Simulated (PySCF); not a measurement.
# AlH2F (SMILES [H][Al]([H])[F]): CCSDT/STO-3G

Aim: the vertical singlet–triplet gap of AlH2F at CCSDT/STO-3G, from 2 runs. The job is set up through a Python script.

The results are computed with PySCF 2.14.0.

9 further runs of the same task are left out: 9 set aside as unsound or not needed.

### Step 1. The structure to begin with

The species is AlH2F (4 atoms), meant as a singlet with charge 0. SMILES: `[H][Al]([H])[F]`. The shape comes from GFN2-xTB, which is rough for such elements, and wasn't checked as a minimum.

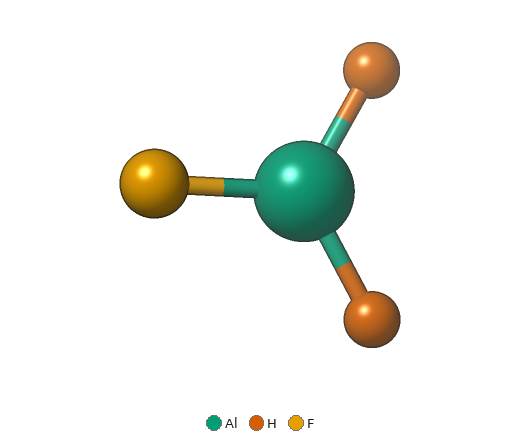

Viewed from a chosen angle; aluminium teal, hydrogen orange, fluorine amber.

### Step 2. The energy at CCSDT/STO-3G

input.py reads:

```python
from pyscf import gto, cc

molecule = gto.M(
    atom='''
Al     0.037039     0.061756     0.001776
H      2.923236    -0.033769     0.026607
H     -1.396489     2.567798    -0.036698
F     -1.563786    -2.595784     0.008315
''',
    basis='sto-3g',
    verbose=3,
    charge=0,
    max_memory=1860,
    unit='bohr',
)

mf = molecule.RHF()
mf.conv_tol = 1e-10
mf.kernel()
if not mf.converged:
    mf = mf.newton().run(mf.mo_coeff, mf.mo_occ)

mycc = cc.CCSDT(mf, frozen=6)
mycc.kernel()
energy = mycc.e_tot
print('E = %.10f Eh' % energy)
```

On the command line:

```bash
$ OMP_NUM_THREADS=1 python input.py
```

Standard output:

```text
converged SCF energy = -338.234252262538
_make_eris_incore_RCCSDT

WARN: A large `blksize` is being used, which may cause large memory consumption
      for storing contraction intermediates. If memory is sufficient, consider using
      `pyscf.cc.rccsdt_highm.RCCSDT` instead.

WARN: A large `blksize_oovv` is being used, which may cause large memory consumption
      for storing contraction intermediates. If memory is sufficient, consider using
      `pyscf.cc.rccsdt_highm.RCCSDT` instead.

WARN: A large `blksize_oooo` is being used, which may cause large memory consumption
      for storing contraction intermediates. If memory is sufficient, consider using
      `pyscf.cc.rccsdt_highm.RCCSDT` instead.

RCCSDT converged
E(RCCSDT) = -338.3002729504972   E_corr = -0.06602068795877887
E_corr(same-spin) = -0.0072504098528971
E_corr(oppo-spin) = -0.0587702781058818
E = -338.3002729505 Eh
```

Wall time 0.74 s (1 thread of Arm Neoverse V2, shared host); peak memory 0.12 GiB.

### Step 3. The triplet at the same level

run.py reads:

```python
from pyscf import gto, scf, cc

mol = gto.Mole()
mol.atom = '''
Al     0.037039     0.061756     0.001776
H      2.923236    -0.033769     0.026607
H     -1.396489     2.567798    -0.036698
F     -1.563786    -2.595784     0.008315
'''
mol.spin = 2
mol.unit = 'bohr'
mol.verbose = 3
mol.basis = 'sto-3g'
mol.max_memory = 1860
mol.build()

calc0 = scf.UHF(mol)
calc0.conv_tol = 1e-10
calc0.kernel()
if not calc0.converged:
    calc0 = calc0.newton().run(calc0.mo_coeff, calc0.mo_occ)

mycc = cc.CCSDT(calc0, frozen=6)
mycc.kernel()
e_final = mycc.e_tot
print('E = %.10f Eh' % e_final)
```

On the command line:

```bash
$ OMP_NUM_THREADS=1 python run.py
```

Standard output:

```text
WARN: HOMO 0.206206693926091 >= LUMO -0.337367059404605

WARN: HOMO 0.0183241562184274 >= LUMO -0.0299807980086765

WARN: HOMO 0.0078230369561969 >= LUMO -0.00924665451651185

SCF not converged.
SCF energy = -337.901553476296 after 50 cycles  <S^2> = 2.0375415  2S+1 = 3.0249241
converged SCF energy = -337.946115978497  <S^2> = 2.0169766  2S+1 = 3.0112965
_make_eris_incore_UCCSDT

WARN: A large `blksize_v_aaa` is being used, which may cause large memory consumption
      for storing contraction intermediates. If memory is sufficient, consider using
      `pyscf.cc.uccsdt_highm.UCCSDT` instead.

WARN: A large `blksize_v_aab` is being used, which may cause large memory consumption
      for storing contraction intermediates. If memory is sufficient, consider using
      `pyscf.cc.uccsdt_highm.UCCSDT` instead.

UCCSDT converged
E(UCCSDT) = -338.0049663788464   E_corr = -0.05885040034937121
E_corr(same-spin) = -0.00542521998245711
E_corr(oppo-spin) = -0.0534251803669141
E = -338.0049663788 Eh
```

Wall time 1.3 s (1 thread of Arm Neoverse V2, shared host); peak memory 0.12 GiB.

### Step 4. Outcome

At CCSDT/STO-3G, 6 core orbitals frozen:

```
                                                           quantity          value
                                              singlet: total energy  -338.30027 Eh
                      singlet: dipole moment (Hartree–Fock density)         0.72 D
                       singlet: HOMO energy (Hartree–Fock orbitals)       -8.93 eV
                       singlet: LUMO energy (Hartree–Fock orbitals)        9.27 eV
                     singlet: HOMO–LUMO gap (Hartree–Fock orbitals)       18.20 eV
               singlet: correlation energy (6 core orbitals frozen)      -66.0 mEh
                                             singlet: T1 diagnostic          0.017
                                              triplet: total energy  -338.00497 Eh
                      triplet: dipole moment (Hartree–Fock density)         4.11 D
triplet: HOMO energy (Hartree–Fock orbitals) (highest over α and β)        0.07 eV
 triplet: LUMO energy (Hartree–Fock orbitals) (lowest over α and β)        2.93 eV
               triplet: correlation energy (6 core orbitals frozen)      -58.9 mEh
                         triplet: ⟨S²⟩ of the reference determinant          2.017
                                             triplet: T1 diagnostic          0.074
                   vertical energy of the triplet above the singlet       8.036 eV
```

In words: At this shape the triplet lies 8.04 eV (775 kJ/mol) above the singlet. In a minimal basis such a difference can be off by several eV, whatever the method. The T1 diagnostic (triplet) of 0.074 is above the customary mark for such species, so a single reference may not serve. Mulliken charges (triplet) of the mean-field density run from -0.26 on H2 to +0.37 on Al1; they depend strongly on the basis.
